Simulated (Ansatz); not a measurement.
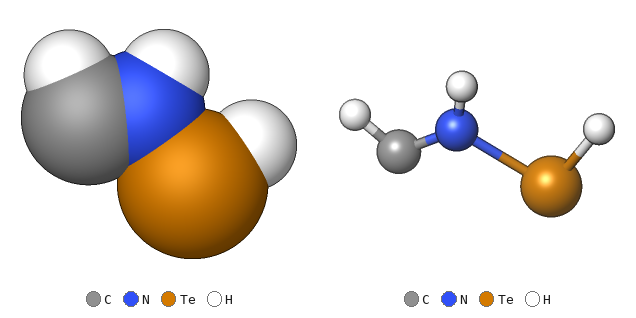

Two views of one molecule.

Description:

The molecule is CH3NTe. All atoms lie on one plane. Coordination: 1 C bent; 1 N trigonal planar; 1 Te bent.

More results for the same structure follow; atom numbers are the same in all pictures, views and colours differ. The computed structure is the end point of a PBE0-D4/def2-TZVP optimisation. No frequency run is at hand to confirm it as a minimum.

## Shape

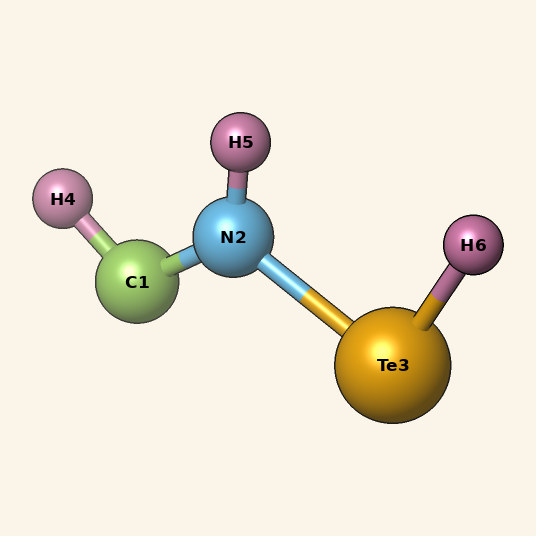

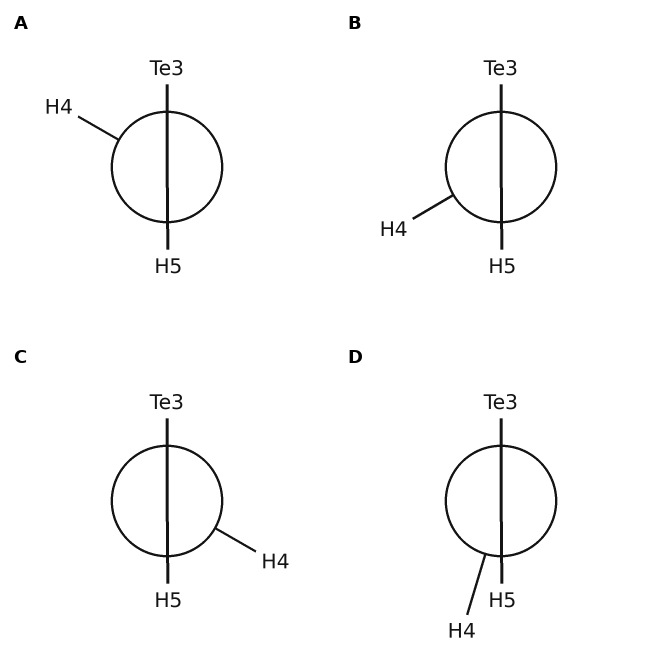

Depth is shown by fading: the farther an atom, the more it takes the colour of the background. Bonds that would overlap in a projection are set slightly apart. No frequency run is at hand to confirm it as a minimum.

Which Newman projection shows the view along N2–C1, with N2 in front?

Answer. D. The torsion angle Te3–N2–C1–H4 is 180°, antiperiplanar (anti).

## Dipole moment

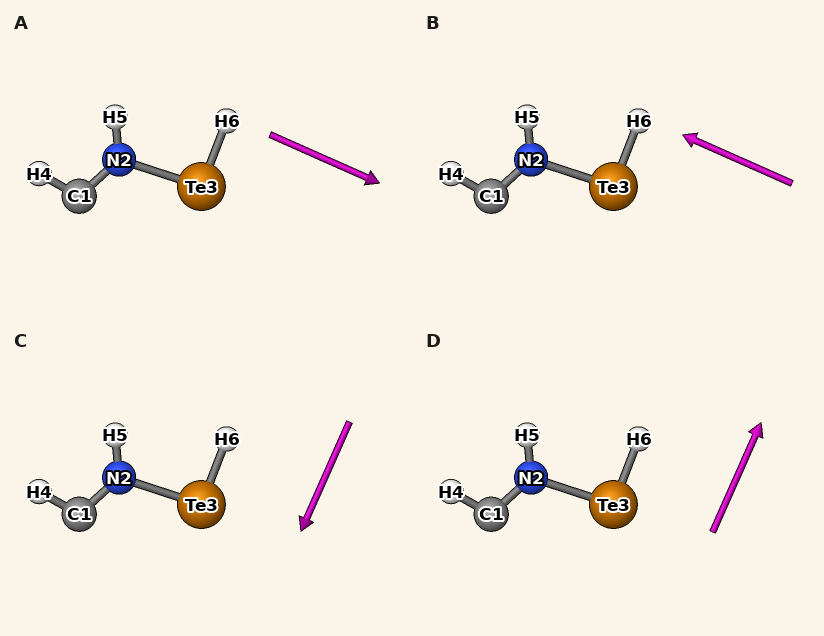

The same molecule four times, each with an arrow. No frequency run is at hand to confirm it as a minimum. Method: RKS PBE0-D4/def2-TZVP, core potentials on Te (Ansatz 0.2.0).

Which arrow points along the dipole moment, from the negative to the positive end?

Answer. D. The dipole moment is 3.24 D; it points from the side of C1, H4 to the side of H6 (the outermost atoms at the two ends).

## Electronic properties

No frequency run is at hand to confirm it as a minimum. Method: RKS PBE0-D4/def2-TZVPP, core potentials on Te (Ansatz 0.2.0).

Estimate the LUMO energy (Kohn–Sham orbital).

Answer. −1.90 eV.

Estimate the HOMO energy (Kohn–Sham orbital).

Answer. −6.02 eV.

## Charges

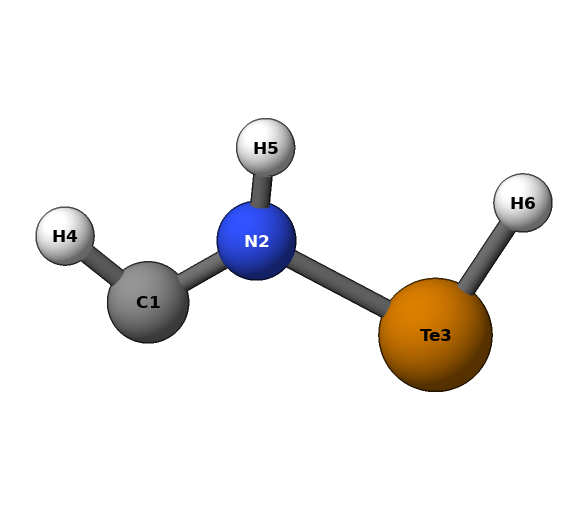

The questions are on Mulliken charges. No frequency run is at hand to confirm it as a minimum. Level of theory: RKS PBE0-D4/def2-TZVP, core potentials on Te (Ansatz 0.2.0).

Which atom carries the highest charge (most positive or least negative)?

Answer. H5 (0.23 e).

And the lowest?

Answer. C1, N2 (−0.28 e).

List the Mulliken charges.

| atom | value (e) |
| --- | --- |
| C1 | −0.28 |
| N2 | −0.28 |
| Te3 | 0.18 |
| H4 | 0.10 |
| H5 | 0.23 |
| H6 | 0.05 |

Mulliken values depend strongly on the basis set and can even reverse the polarity of a bond.
